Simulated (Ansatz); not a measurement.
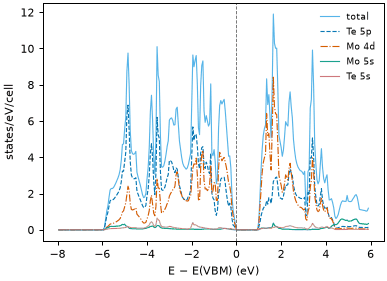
Figure. Total and projected density of states of Te2Mo in space group P6_3/mmc (No. 194; Mo on 2c, Te on 4f), the program Ansatz at the r²SCAN+D4 level (PAW)

Task: Which orbitals carry the states next to the gap?

Result: Top 1 eV of the valence band: Mo 4d 59 %, Te 5p 36 %. Bottom 1 eV of the conduction band: Mo 4d 68 %, Te 5p 25 %. Projections are on Löwdin-orthogonalised atomic valence shells; empty p or d shells of many metals are not among them.

Task: Where is the tallest occupied peak in this window, and what makes it?

Result: Near -3.5 eV, about 10 states/eV per cell; the largest projected share is Te 5p.

The r²SCAN+D4 relaxation kept the symmetry of its start. No spin polarisation was allowed. Scalar-relativistic: spin–orbit coupling is off unless named, which matters more the heavier the elements.

Potentials: the later of the program's two PAW sets.
